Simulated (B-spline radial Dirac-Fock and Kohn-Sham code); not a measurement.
**Inner shells of Sc¹³⁺**

Wanted for scandium as Sc¹³⁺: its X-ray form factor and Compton profile, the binding energy of each subshell, how cheaper methods do for the levels, its photoionisation cross sections and the widths and yields of its core holes.

The numbers are computed with B-spline radial Dirac-Fock and Kohn-Sham code (version 2): a free atom or ion on a radial basis; each step names its model.

## (1) The atom as given

The Sc¹³⁺ ion, configuration 1s2 2s2 2p4.

- nuclear charge: 21
- electrons: 8
- mass number: 45
- nuclear rms radius: 3.5459 fm

## (2) Scattering by the electron cloud

Model: Dirac-Fock average of configuration, finite nucleus; form factor of the spherical density, Waller-Hartree incoherent function, impulse-approximation Compton profiles.

Recorded inputs:

```ini
task = scatter
Z = 21
charge = 13
configuration = 1s2 2s2 2p4
mass_number = 45
rms_radius = 3.5459  # fm
s = [0.0, 0.04, 0.06, 0.07, 0.08, 0.1, 0.13, 0.16, 0.2, 0.24, 0.3, 0.37, 0.46, 0.56, 0.7, 0.86, 1.06, 1.31, 1.62, 2.0, 2.47, 3.05]  # 1/A
pz = [0, 0.1, 0.2, 0.3, 0.4, 0.5, 0.6, 0.8, 1.0, 1.2, 1.4, 1.6, 1.8, 2.0, 2.5, 3.0, 4.0, 5.0, 7.0, 10.0, 15.0, 20.0, 30.0, 40.0, 60.0, 100.0]  # a.u.
photon_energy = [1000, 10000, 17479.3, 20000, 50000, 100000, 500000, 1000000]  # eV
```

Results of the run (chosen fields of its result record, rounded):

```text
{
  "status": "converged",
  "form_factor [e]": [8.0, 7.9922, 7.9824, 7.9761, 7.9688, 7.9513, 7.918, 7.8762, 7.8078, 7.7253, 7.5767, 7.3689, 7.0546, 6.6564, 6.043, 5.3126, 4.4346, 3.4892, 2.6189, 1.958, 1.5348, 1.2781],
  "incoherent": [3.6193e-12, 0.0099079, 0.022266, 0.030284, 0.039519, 0.061616, 0.10371, 0.15629, 0.24214, 0.34511, 0.5292, 0.78367, 1.1616, 1.6286, 2.3219, 3.105, 3.9841, 4.8549, 5.5946, 6.1467, 6.562, 6.9204],
  "compton_total [1/a.u.]": [0.70204, 0.70175, 0.70088, 0.69944, 0.69743, 0.69486, 0.69173, 0.68385, 0.6739, 0.66201, 0.64833, 0.63304, 0.6163, 0.59833, 0.5493, 0.49691, 0.3929, 0.30195, 0.17604, 0.086356, 0.033388, 0.01458, 0.0033268, 0.0009403, 0.00012726, 8.5927e-06],
  "shells": ["1s1/2", "2s1/2", "2p1/2", "2p3/2"],
  "occupation": [2.0, 2.0, 1.3333, 2.6667],
  "mean_momentum [a.u.]": [17.671, 5.964, 8.0108, 7.9495],
  "r2 [bohr^2]": 0.66355,
  "r_inverse [1/bohr]": 68.511,
  "r1 [bohr]": 1.9432,
  "coherent [b]": [42.407, 30.07, 18.427, 15.684, 4.3222, 1.3756, 0.065135, 0.016447],
  "incoherent_cross_section [b]": [0.013303, 0.99666, 2.0065, 2.2623, 3.4083, 3.539, 2.2908, 1.6839],
  "radial_jk": {
    "2p": {"j0": [1.0, 0.99882, 0.99735, 0.9964, 0.9953, 0.99266, 0.98763, 0.98134, 0.97102, 0.95858, 0.93617, 0.9048, 0.85735, 0.79717, 0.7043, 0.59343, 0.45963, 0.31471, 0.18051, 0.079218, 0.019171, -0.0055887], "j2": [0.0, 0.0004713, 0.0010591, 0.0014404, 0.0018796, 0.0029303, 0.0049312, 0.0074298, 0.011507, 0.016392, 0.02511, 0.037123, 0.054864, 0.076553, 0.10803, 0.14188, 0.17581, 0.20041, 0.20432, 0.18213, 0.13959, 0.09139], "r2": 0.10002, "r4": 0.019602, "r6": 0.0063737}
  }
}
```

Form factor and incoherent function, every second point:

| s (1/Å) | f (e) | f / N | S(s) |
| --- | --- | --- | --- |
| 0 | 8.000 | 1.000 | 0 |
| 0.0600 | 7.982 | 0.998 | 0.02227 |
| 0.0800 | 7.969 | 0.996 | 0.03952 |
| 0.130 | 7.918 | 0.990 | 0.1037 |
| 0.200 | 7.808 | 0.976 | 0.2421 |
| 0.300 | 7.577 | 0.947 | 0.5292 |
| 0.460 | 7.055 | 0.882 | 1.162 |
| 0.700 | 6.043 | 0.755 | 2.322 |
| 1.06 | 4.435 | 0.554 | 3.984 |
| 1.62 | 2.619 | 0.327 | 5.595 |
| 2.47 | 1.535 | 0.192 | 6.562 |

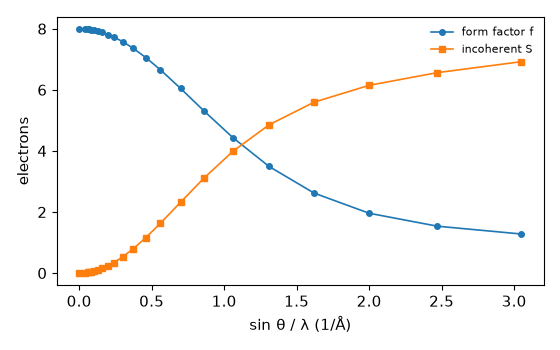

Form factor and incoherent scattering function.

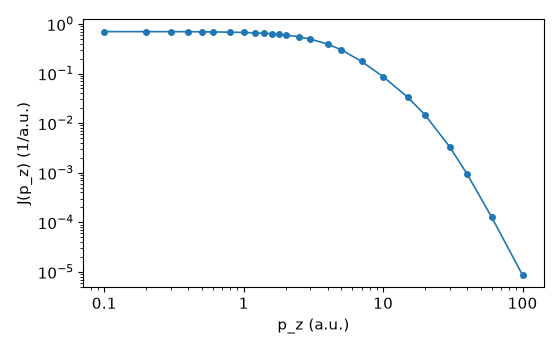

Compton profile, summed over all shells.

## (3) Core and valence levels

Model: Dirac-Fock average of configuration, Delta-SCF, finite nucleus, first-order Breit with its frequency dependence, self-energy and vacuum polarisation.

Recorded inputs:

```ini
task = binding
```

Results of the run (chosen fields of its result record, rounded):

```text
{
  "status": "converged",
  "shells": ["K", "L1", "L2,3"],
  "total_energy_parts [Ha]": [-663.917338, 0.205298677, -0.0141745905, -0.000250698676, 0.160983565, -0.0120987785],
  "koopmans [eV]": [5019.07, 916.544, 841.772],
  "dirac_coulomb [eV]": [5004.23, 915.009, 839.67],
  "gaunt [eV]": [-3.96373, -0.301167, -0.4138],
  "retardation [eV]": [0.166467, 0.0149095, 0.0668972],
  "breit_frequency [eV]": [0.00271959, -0.000624105, 0.00160071],
  "self_energy [eV]": [-1.87719, -0.191031, 0.0170906],
  "vacuum_polarisation [eV]": [0.142647, 0.0136177, -0.00145784],
  "binding [eV]": [4998.7, 914.545, 839.34],
  "mean_radius [bohr]": [0.0727376, 0.325745, 0.287271]
}
```

total_energy_parts: Dirac-Coulomb, Gaunt, retardation, frequency dependence, self-energy, vacuum polarisation. 

The binding energies by parts, in eV; the parts add up.

| level | -ε | relaxation | Breit | QED | binding |
| --- | --- | --- | --- | --- | --- |
| 1s | 5019.1 | -14.84 | -3.79 | -1.73 | 4998.7 |
| 2s | 916.5 | -1.53 | -0.29 | -0.18 | 914.5 |
| 2p | 841.8 | -2.10 | -0.35 | 0.02 | 839.3 |

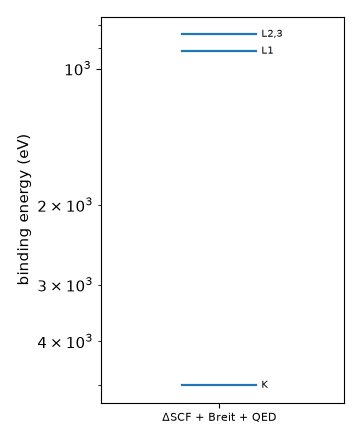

The levels on a logarithmic scale.

## (4) The levels by Dirac LDA

Model: Dirac-Kohn-Sham LDA (Slater exchange, VWN correlation), finite nucleus, spherical and without spin polarisation.

Recorded inputs:

```ini
task = binding-ladder
method = lda,vwn
relativity = dirac
```

Results of the run (chosen fields of its result record, rounded):

```text
{
  "status": "converged",
  "shells": ["K", "L1", "L2,3"],
  "minus_eigenvalue [eV]": [4865.45, 874.701, 802.092],
  "delta_scf [eV]": [5008.76, 909.02, 841.262],
  "total_energy [Ha]": -662.14215,
  "dirac_fock_binding [eV]": [4998.7, 914.545, 839.34]
}
```

Against the Dirac-Fock value with Breit and QED (eV):

| level | -ε | miss | ΔSCF | miss | Dirac-Fock |
| --- | --- | --- | --- | --- | --- |
| K | 4865.5 | -133.2 | 5008.8 | +10.1 | 4998.7 |
| L1 | 874.7 | -39.8 | 909.0 | -5.5 | 914.5 |
| L2,3 | 802.1 | -37.2 | 841.3 | +1.9 | 839.3 |

## (5) Photoionisation

Model: independent-particle photoionisation: Dirac-Hartree-Slater potential of the initial state with a Latter tail for bound and continuum orbitals, all multipoles in the length form, thresholds from Dirac-Fock Delta-SCF.

The run's settings:

```ini
task = photo
photon_energy = [76.1, 100, 136.0, 300, 1000, 4000, 5414.7, 7470.0, 8047.8, 9251.7, 9420.0, 19600.0, 58900.0, 76700.0, 100000, 139000.0]  # eV
```

Results of the run (chosen fields of its result record, rounded):

```text
{
  "status": "converged",
  "shells": ["K", "L1", "L2", "L3"],
  "occupation": [2.0, 2.0, 1.33, 2.67],
  "threshold [eV]": [4998.7, 914.545, 842.885, 837.567],
  "sigma [Mb]": [
    ["K", "-", "-", "-", "-", "-", "-", 0.0353, 0.015, 0.0123, 0.00839, 0.00798, 0.000986, 3.53e-05, 1.55e-05, 6.75e-06, 2.41e-06],
    ["L1", "-", "-", "-", "-", 0.0996, 0.00532, 0.00257, 0.00115, 0.000947, 0.000657, 0.000627, 8.38e-05, 3.23e-06, 1.44e-06, 6.32e-07, 2.27e-07],
    ["L2", "-", "-", "-", "-", 0.078, 0.00105, 0.000386, 0.000127, 9.78e-05, 5.92e-05, 5.55e-05, 3.87e-06, 5.93e-08, 2.17e-08, 7.98e-09, 2.36e-09],
    ["L3", "-", "-", "-", "-", 0.153, 0.002, 0.000735, 0.000241, 0.000185, 0.000111, 0.000104, 7.12e-06, 1.03e-07, 3.7e-08, 1.33e-08, 3.82e-09]
  ],
  "beta_dipole": [
    ["K", "-", "-", "-", "-", "-", "-", 2.0, 2.0, 2.0, 2.0, 2.0, 2.0, 1.99, 1.99, 1.97, 1.95],
    ["L1", "-", "-", "-", "-", 2.0, 2.0, 2.0, 2.0, 2.0, 2.0, 2.0, 2.0, 1.99, 1.98, 1.97, 1.95],
    ["L2", "-", "-", "-", "-", 1.47, 0.973, 0.829, 0.68, 0.646, 0.585, 0.577, 0.328, 0.0473, -0.0151, -0.0842, -0.179],
    ["L3", "-", "-", "-", "-", 1.48, 0.973, 0.823, 0.665, 0.629, 0.563, 0.554, 0.27, -0.117, -0.219, -0.335, -0.492]
  ]
}
```

Rows start with the subshell; columns follow the photon energies; blanks lie below or just at threshold.

Summed over subshells:

| hν (eV) | total (kb) | K (%) | L (%) |
| --- | --- | --- | --- |
| 1000.0 | 330 | - | 100.0 |
| 4000.0 | 8.37 | - | 100.0 |
| 5414.7 | 39.0 | 90.5 | 9.5 |
| 7470.0 | 16.5 | 90.8 | 9.2 |
| 8047.8 | 13.5 | 90.9 | 9.1 |
| 9251.7 | 9.22 | 91.0 | 9.0 |
| 9420.0 | 8.77 | 91.0 | 9.0 |
| 19600 | 1.08 | 91.2 | 8.8 |
| 58900 | 0.0387 | 91.2 | 8.8 |
| 76700 | 0.0170 | 91.2 | 8.8 |
| 100000 | 0.00741 | 91.2 | 8.8 |
| 139000 | 0.00264 | 91.2 | 8.8 |

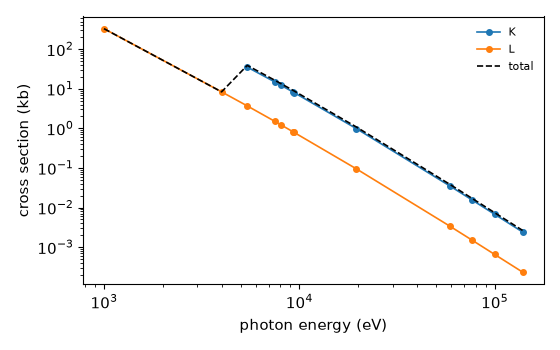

Photoionisation by shell at the energies asked; lines only join the points and miss the jumps at edges.

## (6) Widths and yields

Model: independent-particle rates: relativistic LDA orbitals of the hole state, multipoles to L = 3 (length form), Coulomb Auger matrix elements with a Latter-tail continuum; energies from Dirac-Fock.

Settings, as recorded:

```ini
task = decay
holes = ["K", "L1"]
```

Results of the run (chosen fields of its result record, rounded):

```text
{
  "status": "converged",
  "K": {
    "width_radiative": 0.10839,
    "width_radiative_velocity": 0.11276,
    "width_nonradiative": 0.34158,
    "coster_kronig": {},
    "radiative": [["L3", 4161.1, 0.071963], ["L2", 4155.8, 0.036431], ["L1", 4084.2, 1.6712e-08]],
    "auger": [["L2L3", 3237.7, 0.10995], ["L1L3", 3177.1, 0.074329], ["L3L3", 3243.1, 0.06227], ["L1L1", 3096.3, 0.051097], ["L1L2", 3171.7, 0.039398], ["L2L2", 3232.3, 0.0045324]]
  },
  "L1": {"width_radiative": 1.6943e-05, "width_radiative_velocity": 1.4077e-05, "width_nonradiative": 0, "coster_kronig": {}, "radiative": [["L3", 76.978, 1.2109e-05], ["L2", 71.66, 4.8346e-06]], "auger": []}
}
```

All in eV. For each hole the six strongest lines (shell, energy, width) and Auger groups (final holes, energy, width) are shown.

How each hole decays (widths in eV):

| hole | radiative | Auger | Coster-Kronig | total | yield | lifetime (fs) |
| --- | --- | --- | --- | --- | --- | --- |
| K (1s) | 0.108 | 0.342 | 0 | 0.450 | 0.241 | 1.46 |
| L1 (2s) | 1.69e-05 | 0 | 0 | 1.69e-05 | 1.00 | 38800 |

## (7) The levels by non-relativistic HF

Model: non-relativistic Hartree-Fock, average of configuration, point nucleus.

Recorded inputs:

```ini
task = binding-ladder
method = hf
relativity = nr
```

Results of the run (chosen fields of its result record, rounded):

```text
{
  "status": "converged",
  "shells": ["1s", "2s", "2p"],
  "minus_eigenvalue [eV]": [4990.66, 910.054, 840.132],
  "delta_scf [eV]": [4976.06, 908.548, 838.047],
  "total_energy [Ha]": -660.473857
}
```

Beside the Dirac-Fock ΔSCF result with Breit and QED, in eV:

| level | -ε | miss | ΔSCF | miss | Dirac-Fock |
| --- | --- | --- | --- | --- | --- |
| 1s | 4990.7 | -8.0 | 4976.1 | -22.6 | 4998.7 |
| 2s | 910.1 | -4.5 | 908.5 | -6.0 | 914.5 |
| 2p | 840.1 | +0.8 | 838.0 | -1.3 | 839.3 |

Spin-orbit partners are averaged with weights 2j + 1.

## (8) Methods side by side

| method | level | eigenvalue miss (%) | ΔSCF miss (%) | time |
| --- | --- | --- | --- | --- |
| Dirac LDA | K | -2.67 | +0.20 | 0.46 s |
| non-relativistic HF | 1s | -0.16 | -0.45 | 0.11 s |
| Dirac-Fock + Breit + QED | all | - | reference | 1 s |

Times cover the ground state and all hole states of a step, on one thread of a shared host; states solved in an earlier step are reused, and a first call can include compiling.

## (9) Results

| quantity | value |
| --- | --- |
| rms radius of the electron cloud | 0.288 bohr |
| form factor halves at | 1.2 1/Å |
| Compton profile at zero | 0.7020 1/a.u. |
| deepest level listed, K (1s) | 4998.7 eV |
| least bound, L2,3 (2p) | 839.3 eV |
| ionisation energy, NIST (semi-empirical) | 833.200 eV |
| Dirac LDA, K: eigenvalue / ΔSCF | 4865.5 / 5008.8 eV |
| total at 1000.0 eV | 330 kb |
| strongest subshell at 1000.0 eV | L3 (2p3/2), 153 kb, β = 1.48 |
| K hole: width, yield | 0.450 eV, 0.241 |
| its lifetime | 1.46 fs |
| its strongest line | Kα1 (K-L3), 4161.1 eV |
| non-relativistic HF, 1s: eigenvalue / ΔSCF | 4990.7 / 4976.1 eV |

What this shows: f falls from 8 to half of that at s = 1.2 1/Å. Incoherent scattering outweighs coherent from 100 keV on, among the energies asked. For K (1s), relaxation takes off 14.8 eV, Breit terms shift it by -3.79 and QED by -1.73 eV. NIST's ionisation energy differs by -6.14 eV from the least binding energy; the calculation averages open shells over their j components and terms. Dirac LDA misses the K level by -2.7 % with its eigenvalue and by +0.2 % with ΔSCF, so total-energy differences mend most of the error. At 1000.0 eV, L3 (2p3/2) gives 46 % of the photoabsorption; at 139000 eV the K shell gives 91 %. With a yield of 0.24, electron emission is the main way out for the K hole, in 1.5 fs. Non-relativistic HF misses the 1s level by -0.2 % with its eigenvalue and by -0.5 % with ΔSCF. The Hartree-Fock and Dirac-Fock values hold no electron correlation.
